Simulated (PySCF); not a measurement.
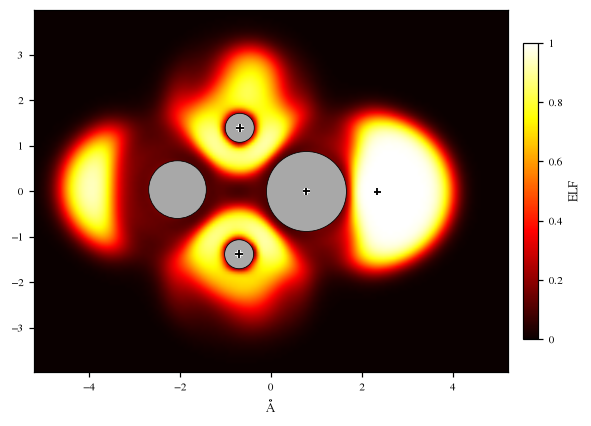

The ELF on a plane through atoms (crosses mark nuclei in the plane; grey discs cover the cores).

These are results of PySCF 2.14.0, B3LYP/def2-SVPD, SCF density, gas phase, not measurements.

Candidates:
A. Br₄NRu (charge −1)
B. H₆N₂Zn₂

**Which system is this?**

Candidate B: H₆N₂Zn₂ on the plane of atoms H2, Zn1 and N6, which holds Zn, H and N. Zn–N (2.03 Å): the ELF peaks at about 0.90 in the valence shell of N, 0.6 Å from its nucleus, and is about 0.25 at the midpoint. Zn–H (1.56 Å): the ELF climbs to about 1 towards the hydrogen.
